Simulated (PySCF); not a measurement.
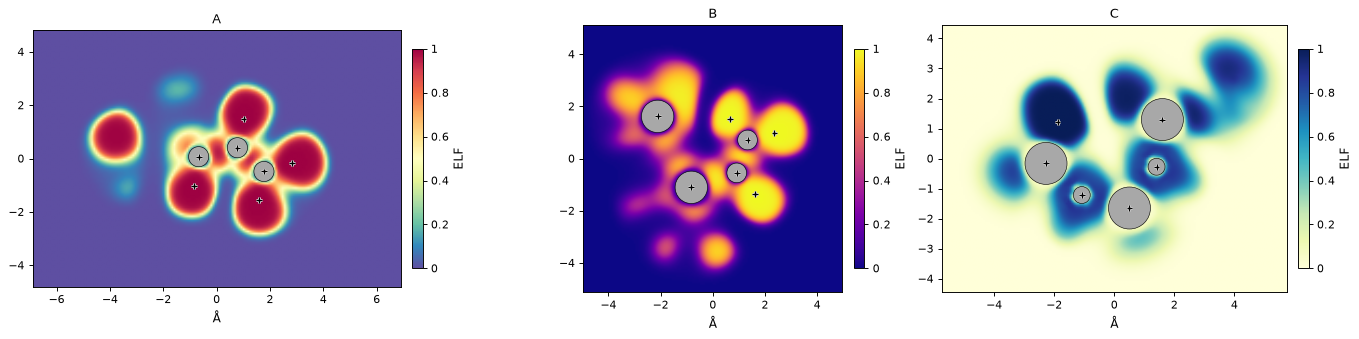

The ELF of 3 systems, each on a plane through atoms (crosses mark nuclei in the plane; grey discs cover the cores).

Theory: PySCF, PBE0/pcSseg-1, SCF density, gas phase, non-relativistic.

System 1: C₇H₁₅OPS, the plane of atoms H11, C1 and H12. Geometry: PBE0-D3(BJ)/def2-SVP.

```tsv
atom	x (Å)	y (Å)	z (Å)
C	-3.2426	-1.5060	0.6425
C	-1.9397	-1.7941	0.6422
C	-0.9784	-1.4192	-0.4365
P	0.3395	-0.3294	0.2345
O	1.0854	-0.9727	1.3691
C	-0.4639	1.2327	0.7028
C	-1.2208	1.9734	-0.3873
C	1.3973	0.0493	-1.2147
S	2.6428	1.3119	-0.8479
C	3.7496	0.3641	0.2258
H	-3.7152	-0.9809	-0.1943
H	-3.8866	-1.7931	1.4774
H	-1.4960	-2.3130	1.4997
H	-1.4794	-0.9433	-1.2944
H	-0.4401	-2.3107	-0.8040
H	0.3532	1.8468	1.1145
H	-1.1195	0.9647	1.5476
H	-1.6798	2.8890	0.0144
H	-2.0321	1.3639	-0.8140
H	-0.5535	2.2802	-1.2072
H	0.7904	0.4281	-2.0519
H	1.8771	-0.8872	-1.5455
H	4.4566	1.0858	0.6577
H	4.3114	-0.3823	-0.3558
H	3.1750	-0.1271	1.0238
```

System 2: CH₈O₃Si₃ (SMILES O=C[SiH2]O[SiH2]O[SiH3]), the plane of atoms O4, Si5 and O6. Geometry: GFN2-xTB, MD frame at 250 fs, 300 K.

```xyz
15

O    -4.5924   -0.0755   -0.1475
C    -3.5248    0.3567    0.1267
Si   -1.8343   -0.2632   -0.6162
O    -0.8212    0.9544   -0.5499
Si    0.6823    1.6173   -0.4904
O     1.7706    0.3978   -0.2988
Si    2.1770   -1.1154    0.0060
H    -3.4587    1.1634    0.8879
H    -1.3853   -1.3372    0.3621
H    -1.8617   -0.7349   -2.0543
H     0.8124    2.1578   -1.8472
H     0.9272    2.3824    0.7761
H     2.5878   -1.0005    1.4538
H     3.2715   -1.5409   -0.9623
H     1.1017   -2.0780   -0.0477
```

System 3: C₆H₁₄OP₂, the plane of atoms C1, C2 and P3. Geometry: GFN2-xTB.

```xyz
23

C    -1.0687   -1.8045    1.4168
C    -0.3986   -1.5927    0.2911
P    -0.4066   -0.0473   -0.6822
C    -1.4096    0.2632   -2.0323
C    -0.5937    1.2959    0.5483
P    -2.3922    1.4787    0.9963
C     1.3365    0.1463   -1.2736
O     2.2365    0.6489   -0.3274
C     2.6864   -0.3092    0.5995
H    -1.5422   -0.9973    1.9556
H    -1.1503   -2.7860    1.8564
H     0.0325   -2.4247   -0.2633
H    -2.4486    0.0211   -1.8056
H    -1.0630   -0.3191   -2.8876
H    -0.2078    2.2057    0.0789
H    -0.0120    1.0675    1.4469
H    -2.2478    2.7462    1.5599
H    -2.7677    2.0085   -0.2300
H     1.6874   -0.8095   -1.6959
H     1.2764    0.8860   -2.0809
H     3.3889    0.2034    1.2540
H     1.8614   -0.7175    1.1933
H     3.1978   -1.1366    0.0917
```

**Which map belongs to which system?**

Panel A is system 1, C₇H₁₅OPS: the plane holds C and H. C–C (1.33 Å): the ELF peaks at about 0.95 between the atoms (a short, multiple covalent bond). Panel B is system 3, C₆H₁₄OP₂: the plane holds C, P and H. C–C (1.33 Å): the ELF peaks at about 0.90 between the atoms; a multiple bond. Panel C is system 2, CH₈O₃Si₃: the plane holds Si, O and H. Si–O (1.59 Å): the ELF peaks at about 0.85 between the atoms (a short, strongly polar bond).
